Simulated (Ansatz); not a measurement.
# Series on glassy 81SiO2-7Na2O-7CaO-4ZnO (mol %), by quench rate

Does a slower quench leave a cell of lower energy?

Computed with Ansatz 0.2.0: Kohn-Sham DFT, PBE, PAW (set soft_2). Every run is a single point, with the atoms held where the recipe put them (cutoff of the plane-wave runs 420 eV, fixed occupations).

First member: 78 atoms (22 Si, 4 Na, 2 Ca, 1 Zn, 49 O) placed at random at 2.4 g/cm³, melted at 4000 K for 10 ps at fixed volume with the Morse and Coulomb pair potential with partial charges (Pedone, Malavasi, Menziani, Cormack and Segre, J. Phys. Chem. B 110, 11780 (2006)). Quenched from 4000 K to 300 K at 10 K/ps and fixed volume, held 10 ps at zero pressure.

Last member: 78 atoms (22 Si, 4 Na, 2 Ca, 1 Zn, 49 O) placed at random at 2.4 g/cm³, melted at 4000 K for 10 ps at fixed volume with the Morse and Coulomb pair potential with partial charges (Pedone, Malavasi, Menziani, Cormack and Segre, J. Phys. Chem. B 110, 11780 (2006)). Quenched from 4000 K to 300 K at 1000 K/ps and fixed volume, held 10 ps at zero pressure.

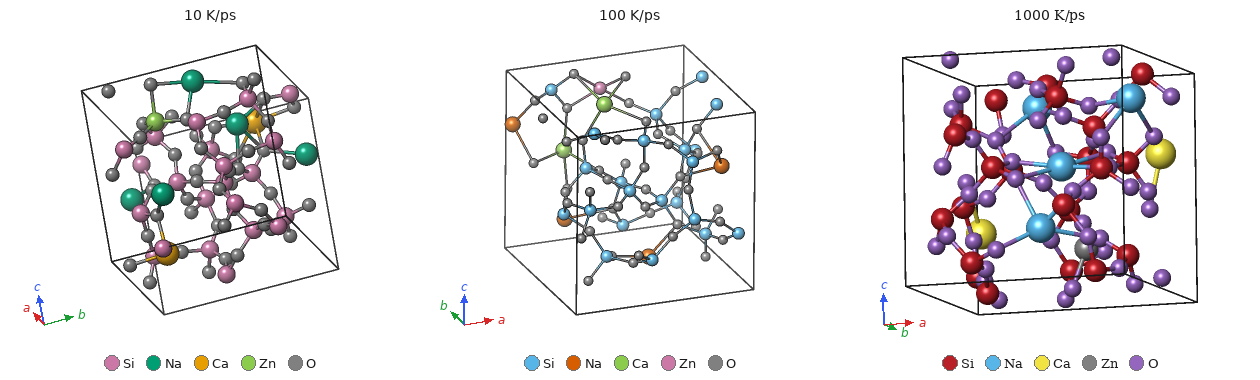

Three members of the series, labelled by quench rate. Bonds to atoms that aren't drawn are left out. Some periodic images of atoms are drawn too.

The members:

| quench rate (K/ps) | reduced formula | atoms | valence electrons | k-mesh | basis | density (g/cm³) |
| --- | --- | --- | --- | --- | --- | --- |
| 10 | Na4Ca2ZnSi22O49 | 78 | 450 | 1×1×1 | plane waves | 2.49 |
| 30 | Na4Ca2ZnSi22O49 | 78 | 450 | 1×1×1 | plane waves | 2.63 |
| 100 | Na4Ca2ZnSi22O49 | 78 | 450 | 1×1×1 | plane waves | 2.64 |
| 300 | Na4Ca2ZnSi22O49 | 78 | 450 | 1×1×1 | plane waves | 2.64 |
| 1000 | Na4Ca2ZnSi22O49 | 78 | 450 | 1×1×1 | plane waves | 2.62 |

Each cell is one sample from a classical run, so sample-to-sample scatter enters every column; pressures lack the kinetic term.

The input of the first member, without its atom lines; other members have their own cell and atoms, and may differ in mesh, basis and outputs:

```yaml
crystal:
  lattice:
    - [10.30326, 0.0, 0.0]
    - [0.0, 10.30326, 0.0]
    - [0.0, 0.0, 10.30326]
  atoms:
    [... 78 lines ...]
kpoints:
  mp_grid: { grid: [1, 1, 1] }
hamiltonian:
  xc: pbe
scf:
  occupations: { method: fixed }
output:
  forces: true
  stress: true
  populations: true
  dos:
    method: { smearing: { sigma: 0.1 } }
    de: 0.1
    projected: { site_lists: { Ca: [Ca], Na: [Na], O: [O], Si: [Si], Zn: [Zn] } }
  eigenvalues: true
  write_density: true
  write_potential: true
  volumetric_format: npy
```

Results; charges are mean Löwdin charges in e:

| quench rate (K/ps) | energy less the first member's (meV/atom) | pressure (GPa) | r.m.s. force (eV/Å) | gap (eV) | q(Zn) | q(Ca) | q(Na) |
| --- | --- | --- | --- | --- | --- | --- | --- |
| 10 | 0.0 | 5.93 | 1.56 | 3.53 | +1.50 | +1.79 | +0.83 |
| 30 | 5.9 | 4.92 | 1.43 | 3.47 | +1.51 | +1.76 | +0.81 |
| 100 | 56.4 | 6.27 | 1.72 | 3.60 | +1.50 | +1.77 | +0.81 |
| 300 | 60.7 | 4.80 | 1.28 | 2.27 | +1.53 | +1.79 | +0.81 |
| 1000 | 75.8 | 4.67 | 1.47 | 2.26 | +1.47 | +1.78 | +0.82 |

The gap is that between the highest filled and lowest empty Kohn-Sham level on the run's k-points; tail or defect levels can set it, and semilocal functionals tend to put gaps under measured ones. The projection misses up to 0.072 e an atom, so the charges add up to more than the cell's charge.

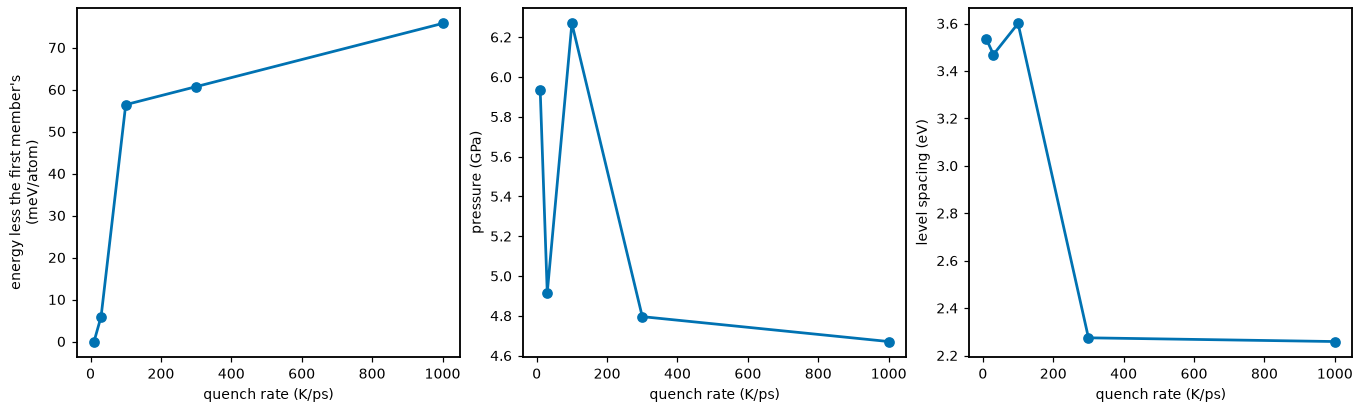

Results against quench rate.

Cost on 8 threads of Intel Xeon Platinum 8259CL at 2.50GHz (Skylake/Cascade Lake), shared host:

| quench rate (K/ps) | atoms | basis | k-mesh | SCF cycles | time | host memory (GiB) |
| --- | --- | --- | --- | --- | --- | --- |
| 10 | 78 | plane waves | 1×1×1 | 9 | 6.9 s | 1.5 |
| 30 | 78 | plane waves | 1×1×1 | 9 | 7.2 s | 1.4 |
| 100 | 78 | plane waves | 1×1×1 | 9 | 6.8 s | 1.4 |
| 300 | 78 | plane waves | 1×1×1 | 10 | 6.3 s | 1.4 |
| 1000 | 78 | plane waves | 1×1×1 | 10 | 6.7 s | 1.4 |

Times include the outputs that each run asked for, on hosts shared with other jobs.

What the series shows: The energy against the first member goes steadily from 0.0 meV/atom at 10 to 75.8 meV/atom at 1000 K/ps; each member is a single configuration. The slowest quench gives the lowest energy, by only 5.9 meV/atom, within the scatter of single samples. The gap is lowest at 1000 K/ps (2.26 eV) and highest at 100 K/ps (3.6 eV); in single samples it varies with the configuration. The mean charge on Zn is lowest at 1000 K/ps (+1.47 e) and highest at 300 K/ps (+1.53 e), with no steady trend. The density spans 2.49 to 2.64 g/cm³, so the columns mix its effect with that of the quench rate. The pressure is lowest at 1000 K/ps (4.7 GPa) and highest at 100 K/ps (6.3 GPa). The r.m.s. force is lowest at 300 K/ps (1.3 eV/Å) and highest at 100 K/ps (1.7 eV/Å), with no steady trend. The cells differ in volume and aren't at zero pressure, which adds to their energy differences. The two fastest quenches lie 65 meV/atom above the two slowest on average.

Caveats: The starting topology of bonds comes from the classical model, and needn't be the one that DFT or experiment would give. The cells aren't relaxed by DFT, which could reorder their energies. Even the slowest of these quenches is many orders faster than a laboratory quench.

[Logs are printed without paths, hosts, clocks, repeated set-up lines and the standing remarks that a program may print on its own settings, such as how far it seeks lower states.]

[Hosts, paths, dates, database ids (printed as entryN), source tags and the programs' standing remarks are cut or masked in the printed files.]
